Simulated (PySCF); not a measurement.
```xyz
23

C    -1.2780   -2.3512   -0.4144
O    -0.5639   -1.1661   -0.6225
Si   -0.7927    0.3382   -0.0223
C    -0.9892    0.3676    1.8773
C    -2.3613    1.1441   -0.7684
Si    1.1389    1.3290   -0.8276
C     2.5910    0.0190   -0.6806
F     3.6967    0.4502   -1.3876
C     2.9041   -0.1360    0.7430
O     2.1568   -0.6158    1.5610
H    -1.3048   -2.6040    0.6469
H    -2.3015   -2.2585   -0.7851
H    -0.7714   -3.1486   -0.9596
H    -1.8934   -0.1444    2.2018
H    -1.0388    1.3836    2.2581
H    -0.1422   -0.1201    2.3522
H    -3.2704    0.6750   -0.3996
H    -2.4215    2.1994   -0.5219
H    -2.3703    1.0622   -1.8519
H     1.6080    2.4887   -0.0548
H     1.2618    1.7340   -2.2353
H     2.2577   -0.9158   -1.1342
H     3.8794    0.2965    1.0354
```

Geometry: GFN2-xTB.

The calculation used PBE0/pcSseg-1, SCF density, gas phase, non-relativistic in PySCF.

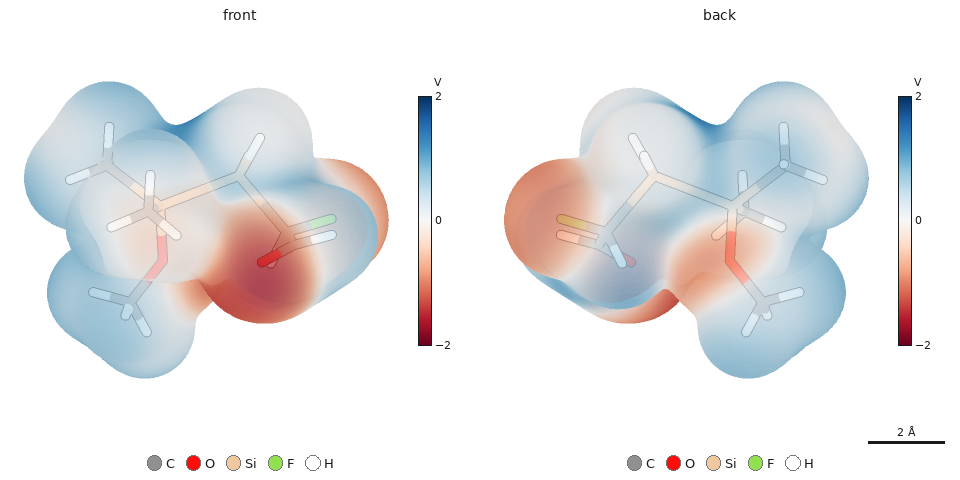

C₅H₁₃FO₂Si₂. The electrostatic potential painted on the density surface at 0.002 e/bohr³, seen from the front and from behind; red is negative and blue positive.

### Which sites attract a positive test charge, and which a negative one?

A positive charge is drawn to the negative regions and a negative charge to the positive ones. The most negative region (about −1.5 V) lies over O10, the most positive (about +1.3 V) over Si3 and Si6. O10 is the likeliest acceptor of a hydrogen bond.
